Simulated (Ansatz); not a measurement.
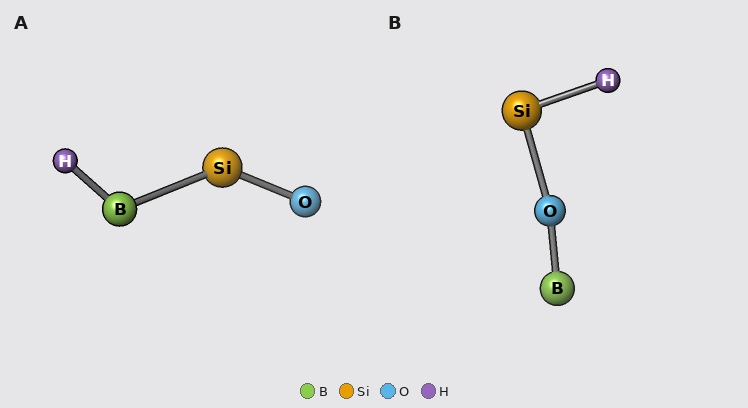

2 stationary structures of one formula. Geometries: PBE-D4/def2-SVP. Electronic energies: PBE-D4/def2-SVP (Ansatz 0.2.0), without zero-point energy. No frequency run is at hand to confirm each as a minimum.

Question: Which structure is the most stable?

Answer: B is lowest; A lies 179.7 kJ/mol above it (Cs).
